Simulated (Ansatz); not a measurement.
# Calibrating wB97X-V/def2-TZVPP on molecular compounds of Ti

The vertical ionisation energy (cation less neutral) in eV of 6 molecular compounds of Ti: x at wB97X-V/def2-TZVPP, y at CCSD(T)/def2-TZVPP. Shapes, held fixed at every level: PBE0-D4/def2-TZVP. Flexible molecules stand in one conformer, not always the lowest. Programs: Ansatz 0.2.0.

```
                                        molecule  x (eV)  y (eV)
    C3H10O3STi (SMILES C[O][Ti]([OH])([O]C)[S]C)    8.42    8.35
  C2H8ClNO2Ti (SMILES C[NH][Ti]([OH])([Cl])[O]C)    8.88       ?
                                        Ti(NH2)4    8.98    8.91
    CH4Cl2OSTi (SMILES C[S][Ti]([OH])([Cl])[Cl])    9.35    9.28
 C3H10O4Ti (SMILES CC(C)[O][Ti]([OH])([OH])[OH])   10.13   10.19
C2H2F6OTi (SMILES FC(F)(F)C[O][Ti]([F])([F])[F])   12.19   12.30
```

Question: Fit y = c + s·x to the known rows and predict y for C2H8ClNO2Ti.

Answer: 
1. Means of the 5 rows: x = 9.8140, y = 9.806.
2. Σ(Δx)² = 8.5993, Σ(Δx·Δy) = 9.0681, so the slope is 9.0681/8.5993 = 1.0545.
3. Intercept: 9.806 − (1.0545) × 9.8140 = -0.543. The largest residual of the fit is 0.051.
4. C2H8ClNO2Ti: -0.543 + 1.0545 × 8.88 = 8.82 eV.

CCSD(T)/def2-TZVPP gives 8.84 eV, so the prediction is off by -0.02 eV, within the largest residual. Uncorrected, wB97X-V/def2-TZVPP misses it by +0.04 eV, and the other rows by 0.08 on average. The line overshoots: the miss goes from +0.04 to -0.02. Left out in turn, the other rows are missed by 0.05 eV on average. Cations run unrestricted. Outer-core shells of Ti are correlated, in sets that cover them unevenly.

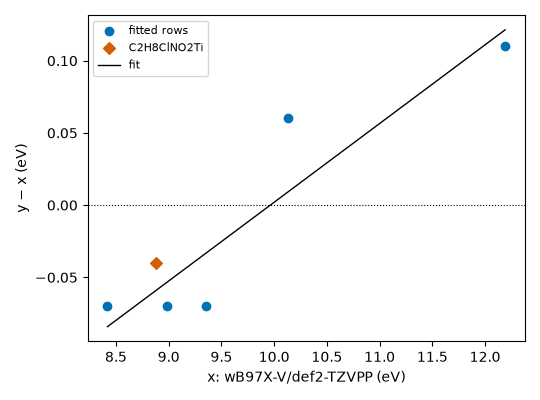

The correction y − x against x, with the fitted line and the withheld molecule.
